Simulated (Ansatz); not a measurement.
**Si: response to strain**

Aim: deform Si (equal xy, yz and zx engineering shear strains of -2 %) and compute stress, forces and field gradients with LAPW, PAW and all-electron datasets made for the crystal.

Method: DFT LDA, scalar-relativistic, in Ansatz 0.2.0.

**1. Starting point**

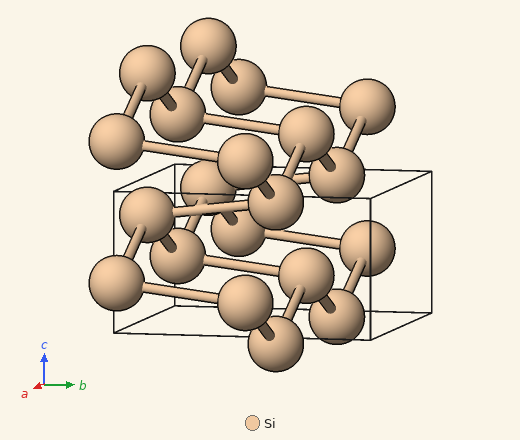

Start, viewed slightly off an axis; silicon light orange. 2×1×2 cells are drawn. The cell drawn here is the conventional one.

Structure file:

```
Si
1.0
    -2.25100    2.36850    1.27500
     2.25100   -2.36850    1.27500
     2.25100    2.36850   -1.27500
Si
2
Direct
  0.80700 0.55700 0.25000
  0.19300 0.44300 0.75000
```

Atoms are numbered in the order of the input: Si1, Si2.

**2. The deformed structure**

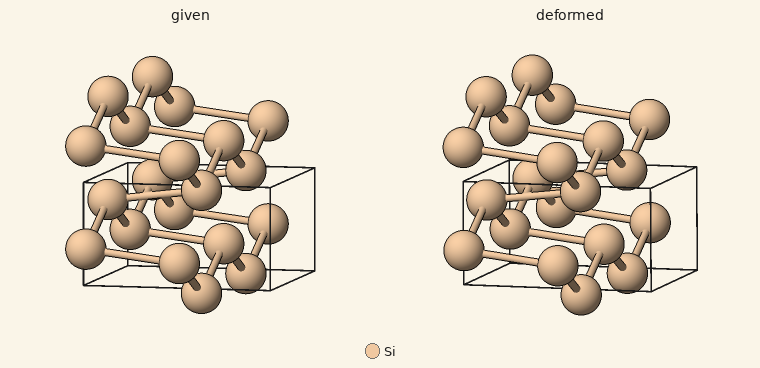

Given and deformed, at one scale.

Space group Imma before, P-1 after.

**3. All-electron LAPW**

Input file input.yaml:

```yaml
crystal:
  lattice:
    - [-2.287435, 2.37826, 1.273825]
    - [2.261935, -2.40376, 1.276175]
    - [2.240065, 2.35874, -1.321195]
  atoms:
    - { symbol: Si, position: [0.807, 0.557, 0.25] }
    - { symbol: Si, position: [0.193, 0.443, 0.75] }
kpoints:
  mp_grid: { grid: [16, 16, 16] }
  band_path:
    path:
      - [0.0, 0.0, 0.0]
      - [-0.5, 0.5, 0.0]
      - [0.0, 0.0, -0.5]
      - [0.0, 0.0, 0.0]
      - [0.0, -0.5, 0.5]
      - [-0.5, 0.0, 0.0]
      - [0.0, 0.0, 0.0]
      - [0.0, -0.5, 0.0]
      - [-0.5, 0.0, 0.5]
    npoints: 5
scf:
  occupations: { method: fermi_dirac, width: 0.05 }
hamiltonian:
  xc: lda
  pseudopotentials: { kind: all_electron, lapw: { basis_error: 0.0005 } }
output:
  forces: true
  stress: true
  eigenvalues: true
```

Started as:

```sh
ansatz run input.yaml --threads 1 --pin off --max-ram 3072MiB --backend cpu --events-out ev --progress --plain --runs-dir out
```

Standard output (excerpt; [...] marks lines left out):

```text
LAPW: plane waves up to 7.854 Å⁻¹, error target 5.0e-4 eV per atom; small_component_spin mean_spin; Si in spheres of 1.190 Å, 12 of its electrons in bands, Dirac shells []
[...]
Pseudopotentials: kind: all_electron
Pseudopotential: Si, LAPW, valence charge 12, Koelling and Harmon's equation, gaussian nucleus
Functional definition: SPW92
[...]
Crystal: 2 atoms, lattice volume = 27.182 Å³
Basis set: ecut = 235.00322065967865 eV, 229 PW (Γ), exchange–correlation at level 2
Bands: 16, of which v1, the nominal top of the filled ones, is band 12 counted from 1 (11 counted from 0)
Symmetry: 2 space group operations
Space group: P-1 (ITA 2), of the structure as read, at distance tolerance 3.0e-5 Å
k-points: 2052 of 4096
[...]
SCF iter   1: F=—  HF=-15729.886526 eV  |F-HF|=—  |Δ(HF+E_count)|=         —  Δρ=2.48e-2  dr2=9.22e-2  ethr=3.84e-4  ⟨swp⟩=2.9  Hψ=234528  notcnv=0
[...]
the basis was enlarged: its passes take 46.8 KiB over the memory plan, 1 of 1 planned eigensolver slots
[...]
SCF iter   7: F=-15729.859854 eV  HF=-15729.859854 eV  |F-HF|=4.18e-11  |Δ(HF+E_count)|=   9.84e-8  Δρ=6.57e-7  dr2=6.75e-11  ethr=1.03e-9  ⟨swp⟩=3.0  Hψ=90974  notcnv=0
[...]
NSCF: frozen V_eff on 41 k-points
SCF converged after 7 iterations
Free energy (F): -15729.859854 eV
[...]
E sigma→0 (E₀):  -15729.856979 eV
Entropy (-TS):   -0.005750 eV (-2.875 meV/atom)
Fermi energy:    12.896400 eV
[...]
--- Forces (eV/Å), atoms counted from 1 ---
  atom   1  Si    -0.05506884     0.02218860     0.01518720
  atom   2  Si     0.05506884    -0.02218860    -0.01518720
[...]
--- Stress (GPa, compression-positive) ---
        9.878511       1.686978       1.134330
        1.686978      12.473605       1.615273
        1.134330       1.615273      10.074103
  P = ⅓ Tr σ = 10.8087 GPa (108.087 kbar)
--- Band table (eV; the first three rows and the last of 2052) ---
  k-point 0: bands = ["-120.4127", "-120.4069", "-77.2741", "-77.2668", "-77.2660", "-77.2580", "-77.2417", "-77.2179", "-1.8609", "9.8571", "10.5352", "11.1781", "14.0695", "20.6973", "21.9599", "22.8030"]
[...]
```

It took 2.7 min on 1 thread of Arm Neoverse V2, shared host; peak memory 1.9 GiB.

Result: pressure 10.81 GPa; no gap; largest force 0.061 eV/Å.

**4. Frozen-core PAW**

Input file input.yaml:

```yaml
crystal:
  lattice:
    - [-2.287435, 2.37826, 1.273825]
    - [2.261935, -2.40376, 1.276175]
    - [2.240065, 2.35874, -1.321195]
  atoms:
    - { symbol: Si, position: [0.807, 0.557, 0.25] }
    - { symbol: Si, position: [0.193, 0.443, 0.75] }
kpoints:
  mp_grid: { grid: [16, 16, 16] }
scf:
  occupations: { method: fermi_dirac, width: 0.05 }
hamiltonian:
  xc: lda
  pseudopotentials: { kind: paw }
output:
  forces: true
  stress: true
  eigenvalues: true
  efg: { contact_densities: true }
```

Started as:

```sh
ansatz run input.yaml --threads 1 --pin off --max-ram 3072MiB --backend cpu --events-out ev --progress --plain --runs-dir out
```

Standard output (excerpt; [...] marks lines left out):

```text
[...]
Pseudopotentials: kind: paw
Pseudopotential: Si, paw, valence charge 4, recommended cutoff 420 eV (normal)
[... 1 set-up line as earlier in the session ...]
[...]
Crystal: 2 atoms, lattice volume = 27.182 Å³
Basis set: ecut = 420 eV, 527 PW (Γ)
Bands: 8, of which v1, the nominal top of the filled ones, is band 4 counted from 1 (3 counted from 0)
[... 2 set-up lines as earlier in the session ...]
k-points: 2052 of 4096
[...]
SCF iter   1: F=—  HF=-1216.794510 eV  |F-HF|=—  |Δ(HF+E_count)|=         —  Δρ=5.52e-3  dr2=7.34e-3  ethr=1.77e-3  ⟨swp⟩=5.1  Hψ=134015  notcnv=0
[...]
SCF iter   6: F=-1216.790928 eV  HF=-1216.790928 eV  |F-HF|=1.42e-9  |Δ(HF+E_count)|=   1.77e-9  Δρ=1.85e-6  dr2=1.88e-9  ethr=9.48e-11  ⟨swp⟩=2.2  Hψ=56999  notcnv=0
[...]
SCF converged after 6 iterations
Free energy (F): -1216.790928 eV
[...]
Entropy (-TS):   -0.005753 eV (-2.876 meV/atom)
Fermi energy:    11.070215 eV
[...]
--- Forces (eV/Å), atoms counted from 1 ---
  atom   1  Si    -0.05537481     0.02245751     0.01428627
  atom   2  Si     0.05537481    -0.02245751    -0.01428627
[...]
--- Stress (GPa, compression-positive) ---
        9.908153       1.682063       1.136200
        1.682063      12.536256       1.611196
        1.136200       1.611196      10.091027
  P = ⅓ Tr σ = 10.8451 GPa (108.451 kbar)
--- PAW observables at the nuclei: V_zz in 10²¹ V/m², potentials from the cell's mean, atoms counted from 1 ---
  atom   1  Si V_zz =    -2.594803   η = 0.2848   by run symmetry: allowed
            electrostatic potential = -1363.869818 V   contact ρ = 12695.277140 e/Å³
  atom   2  Si V_zz =    -2.594803   η = 0.2848   by run symmetry: allowed
            electrostatic potential = -1363.869818 V   contact ρ = 12695.277140 e/Å³
--- Band table (eV; the first three rows and the last of 2052) ---
  k-point 0: bands = ["-3.6869", "8.0323", "8.7110", "9.3522", "12.2382", "18.8675", "20.1328", "20.9754"]
[...]
```

It took 27 s on 1 thread of Arm Neoverse V2, shared host; peak memory 0.75 GiB.

In short: pressure 10.85 GPa; no gap; largest force 0.061 eV/Å; Vzz Si1 -2.59 (η = 0.28) (10²¹ V/m²).

**5. All-electron PAW on datasets made for the crystal**

input.yaml: that of step 4 with these lines changed.

```diff
@@ -14,3 +14,3 @@
   xc: lda
-  pseudopotentials: { kind: paw }
+  pseudopotentials: { kind: all_electron, datasets: crystal }
 output:
```

Started as:

```sh
ansatz run input.yaml --threads 1 --pin off --max-ram 3072MiB --backend cpu --events-out ev --progress --plain --runs-dir out
```

Standard output (excerpt; [...] marks lines left out):

```text
[...]
band count auto-derived: 9 (N_el = 8.0; filled up to band 4; 8 by the electrons, moments and atoms)
[...]
[... 1 set-up line as earlier in the session ...]
Pseudopotential: Si, paw, valence charge 12, recommended cutoff 220 eV (normal), Koelling and Harmon's equation, gaussian nucleus
[... 1 set-up line as earlier in the session ...]
[...]
Crystal: 2 atoms, lattice volume = 27.182 Å³
Basis set: ecut = 220 eV, 203 PW (Γ)
Bands: 9, of which v1, the nominal top of the filled ones, is band 4 counted from 1 (3 counted from 0)
[... 2 set-up lines as earlier in the session ...]
k-points: 2052 of 4096
[...]
SCF iter   1: F=—  HF=-15729.793267 eV  |F-HF|=—  |Δ(HF+E_count)|=         —  Δρ=2.81e-2  dr2=1.20e-1  ethr=1.40e-3  ⟨swp⟩=3.5  Hψ=130471  notcnv=0
[...]
--- Forces (eV/Å), atoms counted from 1 ---
  atom   1  Si    -0.05512374     0.02221240     0.01520502
  atom   2  Si     0.05512374    -0.02221240    -0.01520502
[...]
--- Stress (GPa, compression-positive) ---
        9.876619       1.686184       1.134327
        1.686184      12.472740       1.615347
        1.134327       1.615347      10.069316
  P = ⅓ Tr σ = 10.8062 GPa (108.062 kbar)
  It holds what live shells' own plane waves past their cutoff add
--- PAW observables at the nuclei: V_zz in 10²¹ V/m², potentials from the cell's mean, atoms counted from 1 ---
  atom   1  Si V_zz =    -2.579435   η = 0.2829   by run symmetry: allowed
            electrostatic potential = -1360.613367 V   contact ρ = 12704.085362 e/Å³
  atom   2  Si V_zz =    -2.579435   η = 0.2829   by run symmetry: allowed
            electrostatic potential = -1360.613367 V   contact ρ = 12704.085362 e/Å³
--- Band table (eV; the first three rows and the last of 2052) ---
  k-point 0: bands = ["-1.8609", "9.8571", "10.5352", "11.1781", "14.0695", "20.6974", "21.9599"]
[...]
```

Wall time 54 s (1 thread of Arm Neoverse V2, shared host); peak memory 1.1 GiB.

This run gives: pressure 10.81 GPa; no gap; largest force 0.061 eV/Å; Vzz Si1 -2.58 (η = 0.28) (10²¹ V/m²).

**6. Stress and forces compared**

Stress (GPa, compression positive):

| method | xx | yy | zz | yz | xz | xy |
| --- | --- | --- | --- | --- | --- | --- |
| LAPW | 9.88 | 12.47 | 10.07 | 1.62 | 1.13 | 1.69 |
| PAW | 9.91 | 12.54 | 10.09 | 1.61 | 1.14 | 1.68 |
| crystal datasets | 9.88 | 12.47 | 10.07 | 1.62 | 1.13 | 1.69 |

Forces (eV/Å):

| atom | LAPW x | LAPW y | LAPW z | PAW x | PAW y | PAW z | crystal datasets x | crystal datasets y | crystal datasets z |
| --- | --- | --- | --- | --- | --- | --- | --- | --- | --- |
| Si1 | -0.055 | 0.022 | 0.015 | -0.055 | 0.022 | 0.014 | -0.055 | 0.022 | 0.015 |
| Si2 | 0.055 | -0.022 | -0.015 | 0.055 | -0.022 | -0.014 | 0.055 | -0.022 | -0.015 |

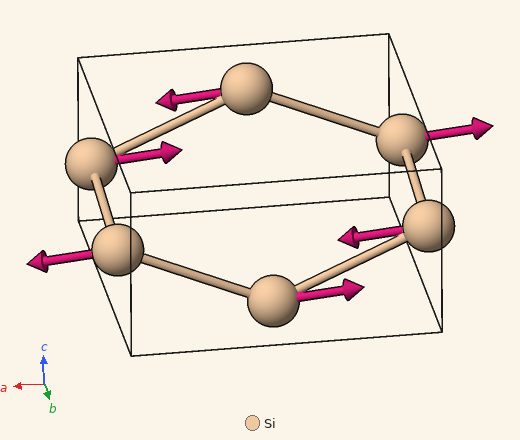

Forces of the LAPW run as arrows; the longest is 0.061 eV/Å.

| method | pressure (GPa) | largest force (eV/Å) | Vzz Si1 (10²¹ V/m²) | SCF cycles, all passes |
| --- | --- | --- | --- | --- |
| LAPW | 10.81 | 0.061 | – | 7 |
| PAW | 10.85 | 0.061 | -2.59 | 6 |
| crystal datasets | 10.81 | 0.061 | -2.58 | 7 |

**7. What came out**

```
                                 quantity                                              value
                                 pressure  LAPW 10.81, PAW 10.85, crystal datasets 10.81 GPa
largest shear or deviatoric stress (LAPW)                                           1.69 GPa
```

**Reading.** The largest part of the stress beyond the pressure is 1.69 GPa in size; the atoms are carried along and not relaxed. No run of the undeformed cell stands beside it, so the pressure holds what the given cell had before the change. PAW: stress within 0.06 GPa of LAPW, forces within 1 meV/Å. Crystal datasets: stress within 0.01 GPa of LAPW, forces within 1 meV/Å.
